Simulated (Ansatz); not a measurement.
# SiH2Cl− (SMILES [SiH2-]Cl) at wB97X/STO-3G

Aim: the vertical singlet–triplet gap of SiH2Cl− at wB97X/STO-3G, from 2 runs. 

Program for the calculation: Ansatz 0.2.0.

1 further run of the same task is left out (set aside as unsound or not needed).

## (1) The system as given

SiH2Cl−: 4 atoms, total charge -1, spin state singlet. As SMILES, `[SiH2-]Cl`. The coordinates come from a GFN2-xTB relaxation.

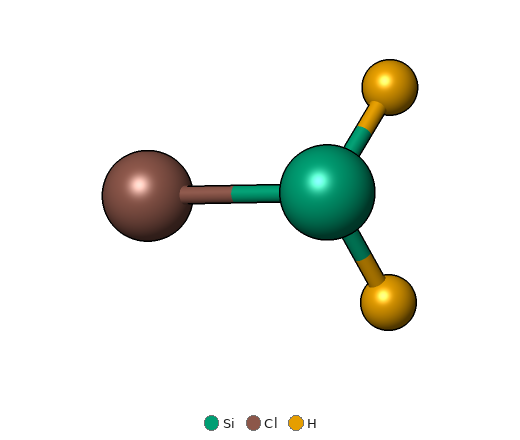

The structure, seen from a chosen angle (silicon teal, chlorine brown, hydrogen amber).

## (2) The energy at wB97X/STO-3G

The input, input.yaml:

```yaml
crystal:
  periodic: [false, false, false]
  atoms:
    - {symbol: Si, position_ang: [-0.487890, 0.431230, 0.253920]}
    - {symbol: Cl, position_ang: [1.672110, -0.122480, 0.774530]}
    - {symbol: H, position_ang: [-0.971070, -0.977580, 0.165380]}
    - {symbol: H, position_ang: [-0.213160, 0.668840, -1.193830]}
basis:
  gaussian:
    orbitals: STO-3G
total_charge: -1
hamiltonian:
  xc: {name: wB97X}
accuracy: high
```

The run is started by

```console
$ ansatz run input.yaml --threads 1 --pin off --max-ram 2610MiB --events-out events.jsonl --progress --plain --runs-dir runs
```

Log:

```text
Warning: RAYON_NUM_THREADS=1 ignored (pool sized by the plan → 1); use --threads N
Functional definition: wB97X
  name "wB97X"
  parameter omega = 0.3/bohr
  parameter cx = 0.157706
  parameter cx1 = 0.726479
  parameter cx2 = 1.04760
  parameter cx3 = -5.70635
  parameter cx4 = 13.2794
  parameter css1 = -4.33879
  parameter css2 = 18.2308
  parameter css3 = -31.7430
  parameter css4 = 17.2901
  parameter cos1 = 2.37031
  parameter cos2 = -11.3995
  parameter cos3 = 6.58405
  parameter cos4 = -3.78132
  exchange = spin_sum(e_x_unif_sr(omega)*poly(b97_u_x, 1 - cx, cx1, cx2, cx3, cx4)) + cx*exact_x_sr(omega)
      + exact_x_lr(omega)
  correlation = spin_sum(e_c_pw_same_spin*poly(b97_u_same, 1, css1, css2, css3, css4))
      + integral(e_c_pw_opposite_spin*poly(b97_u_opposite, 1, cos1, cos2, cos3, cos4))
338 factors; integrals over basis functions are off by at most 2.0e-8 eV
136 factors; integrals over basis functions are off by at most 1.5e-9 eV
mean field evaluation 1: about -20202.2729 eV, gradient 9.0e0 eV
mean field evaluation 2: about -20202.6275 eV, gradient 2.4e0 eV
mean field evaluation 4: about -20202.6459 eV, gradient 2.2e-1 eV
mean field evaluation 8: about -20202.6264 eV, gradient 8.8e-4 eV
mean field evaluation 16: about -20202.6264 eV, gradient 1.9e-8 eV
mean field -20202.62643875 eV, -742.4328277919 hartree, gradient 1.8e-8 eV, S^2 0.000000; 0 other end points of the search recorded, 0 dependent functions left out
reference -20202.62643725 eV, -742.4328277370 hartree; 17, 17 occupied and 3, 3 virtual orbitals, 338 factors
Total energy: -20202.62643725 eV, -742.4328277370 hartree
```

It took 4.5 s on 1 thread of Arm Neoverse V1, shared host; peak memory 0.22 GiB.

## (3) The triplet at the same level

The input, job.yaml:

```yaml
crystal:
  periodic: [false, false, false]
  atoms:
    - symbol: Si
      position_ang: [-0.487890, 0.431230, 0.253920]
    - symbol: Cl
      position_ang: [1.672110, -0.122480, 0.774530]
    - symbol: H
      position_ang: [-0.971070, -0.977580, 0.165380]
    - symbol: H
      position_ang: [-0.213160, 0.668840, -1.193830]
basis:
  gaussian: {orbitals: STO-3G}
total_charge: -1
magnetization: {spin_polarized: true, initial_magnetization: 2}
hamiltonian: {xc: {name: wB97X}}
accuracy: high
```

The run is started by

```console
$ ansatz run job.yaml --threads 1 --pin off --max-ram 2610MiB --events-out events.jsonl --progress --plain --runs-dir runs
```

Log (excerpt; [...] marks lines left out):

```text
Warning: RAYON_NUM_THREADS=1 ignored (pool sized by the plan → 1); use --threads N
Functional definition: wB97X
  name "wB97X"
[...]
      + exact_x_lr(omega)
[...]
      + integral(e_c_pw_opposite_spin*poly(b97_u_opposite, 1, cos1, cos2, cos3, cos4))
338 factors; integrals over basis functions are off by at most 2.0e-8 eV
136 factors; integrals over basis functions are off by at most 1.5e-9 eV
[...]
mean field -20197.72912160 eV, -742.2528547063 hartree, gradient 1.8e-8 eV, S^2 2.001492; 0 other end points of the search recorded, 0 dependent functions left out
reference -20197.72912030 eV, -742.2528546585 hartree; 18, 16 occupied and 2, 4 virtual orbitals, 338 factors
Total energy: -20197.72912030 eV, -742.2528546585 hartree
```

Run time: 8.4 s. Hardware: 1 thread of Arm Neoverse V1, shared host; peak memory 0.37 GiB.

## (4) Results

Level: wB97X/STO-3G.

| quantity | value |
| --- | --- |
| singlet: total energy | -742.43283 Eh |
| triplet: total energy | -742.25285 Eh |
| triplet: ⟨S²⟩ | 2.001 |
| vertical energy of the triplet above the singlet | 4.897 eV |

In words: At this shape the triplet lies 4.90 eV (113 kcal/mol) above the singlet. For an anion a state so high probably lies above electron detachment. In a minimal basis such a difference can be off by several eV, whatever the method.
